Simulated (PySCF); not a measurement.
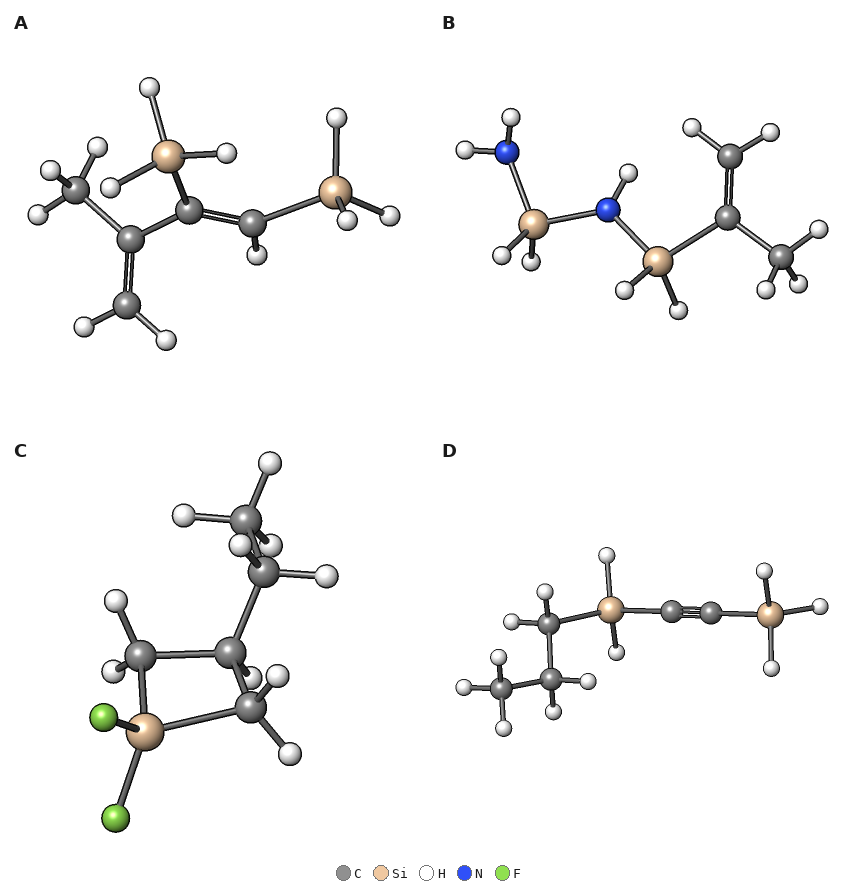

Figure made from data computed with PySCF.

```xyz
19
charge 0, multiplicity 1
C    -2.9259    0.9618    0.5344
C    -1.7253    0.0842    0.1985
C    -1.2194    0.3317   -1.2200
Si    0.2990   -0.7259   -1.6682
C     1.6475   -0.2958   -0.4746
C     2.5085    0.0078    0.3218
Si    3.8231    0.4769    1.5341
H    -3.2711    0.7710    1.5485
H    -2.6617    2.0147    0.4551
H    -3.7477    0.7631   -0.1517
H    -2.0067   -0.9660    0.3094
H    -0.9195    0.2842    0.9090
H    -0.9740    1.3912   -1.3254
H    -2.0294    0.1328   -1.9253
H    -0.0120   -2.1556   -1.5339
H     0.7552   -0.4154   -3.0294
H     5.0068   -0.3465    1.2748
H     3.3069    0.2334    2.8841
H     4.1356    1.8973    1.3513
```

### Which picture belongs to the input above?

D. The file holds C5H12Si2, `CCC[SiH2]C#C[SiH3]`.
